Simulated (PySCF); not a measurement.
KTe (doublet)

```xyz
2

K     0.0000    0.0000   -2.4532
Te    0.0000    0.0000    0.7358
```

Core potentials replace the inner electrons of Te.

Level of theory: PBE0/def2-SVP, non-relativistic Hamiltonian with scalar-relativistic core potentials where named, at a bond length of 3.189 Å (PySCF 2.14.0).

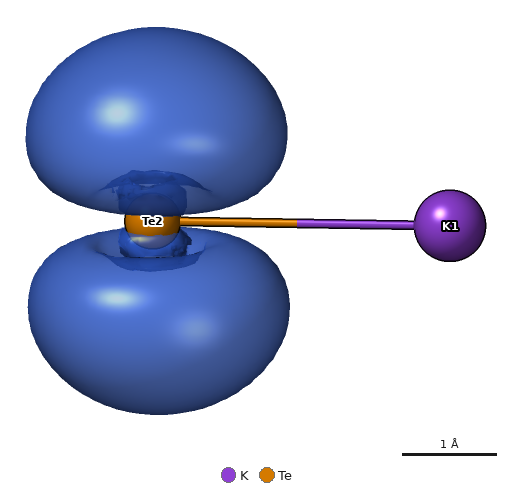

Figure 1. Isosurfaces of the spin density at +0.015 (blue) and −0.015 e/Å³ (red), seen from one side.

**Describe the spin distribution.**

The unpaired spin (1 electron) lies mostly on Te2 (about 1.0), in electrons by Hirshfeld's partition.

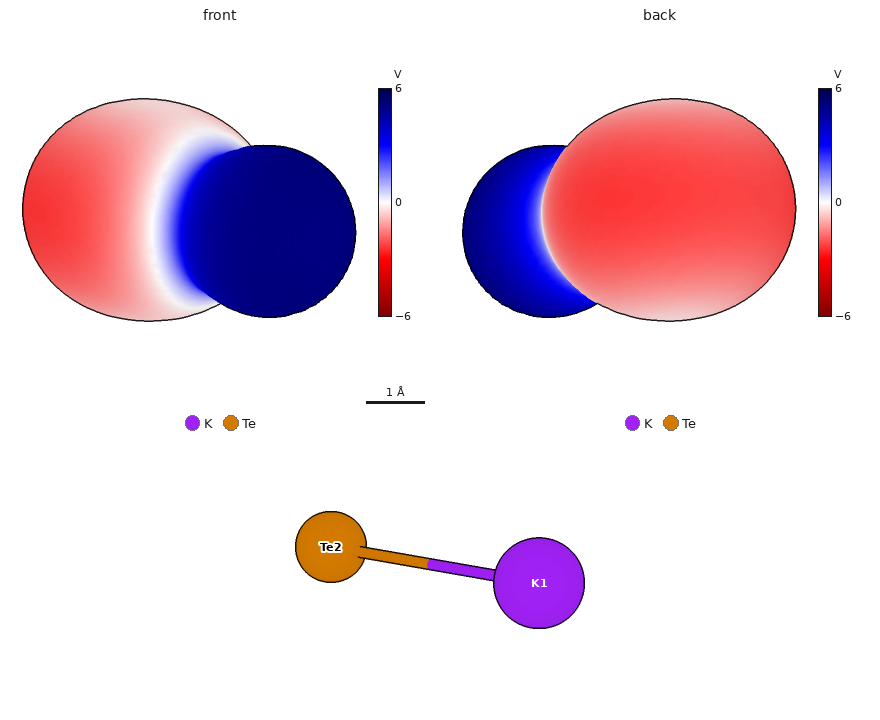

Figure 2. The molecular electrostatic potential painted on the density surface at 0.004 e/bohr³, seen from the front and from behind; the colour scale runs from red (negative) to blue (positive). The bare structure is drawn below in the same view.

**Where is the surface potential most negative and most positive?**

The most negative region (about −2.4 V) lies over Te2, the most positive (about +5.2 V) over K1.

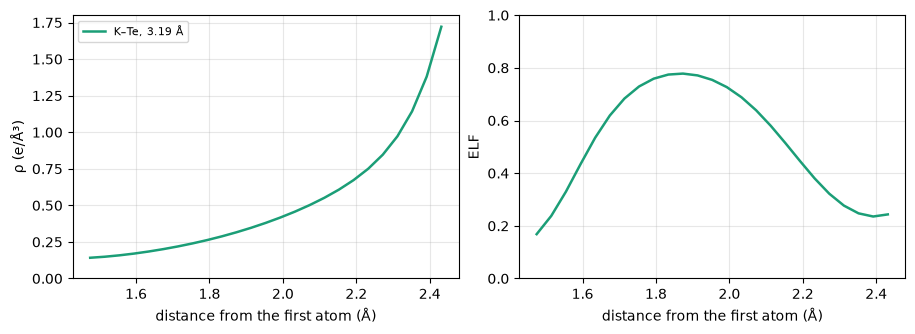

Figure 3. Electron density and ELF along straight lines between neighbouring atoms. The curves leave out the atomic cores.

**What can be read from the curves?**

K–Te (3.19 Å): the density is about 0.17 e/Å³ at the midpoint; the ELF peaks at about 0.80 in the valence shell of Te, 1.3 Å from its nucleus, and is about 0.45 at the midpoint.
